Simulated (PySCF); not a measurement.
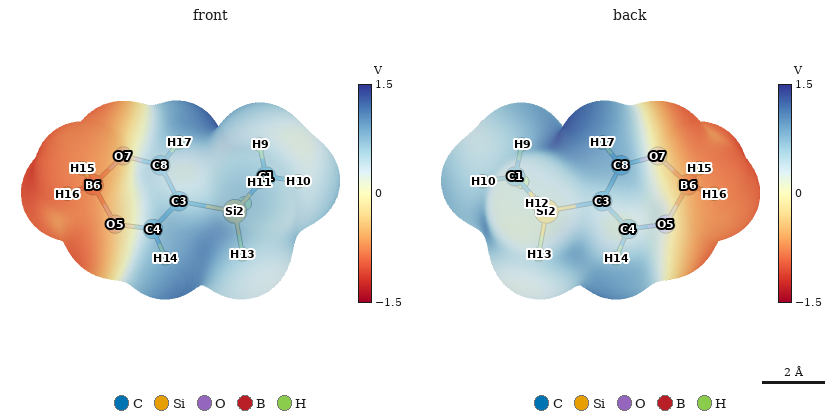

Figure. C$_{4}$H$_{9}$BO$_{2}$Si (SMILES C[SiH2]C1=CO[BH2-][O+]=C1). The molecular electrostatic potential painted on the density surface at 0.001 e/bohr³, seen from the front and from behind; red is negative and blue positive.

Geometry: GFN2-xTB.

The calculation used CAM-B3LYP/def2-SVPD, SCF density, gas phase (PySCF).

The calculation's input:

```
{"job": {"kind": "uv", "xc": "CAM-B3LYP", "basis": "def2-SVPD", "nstates": 8, "ntriplets": 3}, "charge": 0, "multiplicity": 1}
C     -2.773923     0.445943     0.214266
Si    -1.557733    -1.012243     0.182596
C      0.200887    -0.360084     0.255399
C      1.084498    -0.433346    -0.820825
O      2.271651    -0.014096    -0.843325
B      2.902164     0.673664     0.382842
O      1.892047     0.685761     1.545439
C      0.729826     0.221664     1.407702
H     -2.653381     1.043213     1.114360
H     -3.803039     0.100639     0.187187
H     -2.626731     1.105920    -0.636719
H     -1.785489    -1.879139     1.346056
H     -1.700095    -1.781827    -1.058083
H      0.742611    -0.901727    -1.747324
H      3.132863     1.803029     0.089682
H      3.838186     0.025469     0.722454
H      0.098660     0.289190     2.297844
```

Launched as:

```sh
OMP_NUM_THREADS=1 python probes_run.py task.json out
```

Q: Where is the surface potential most negative and most positive?

A: The most negative region (about −1.1 V) lies over H16, the most positive (about +1.3 V) over Si2 and H17.
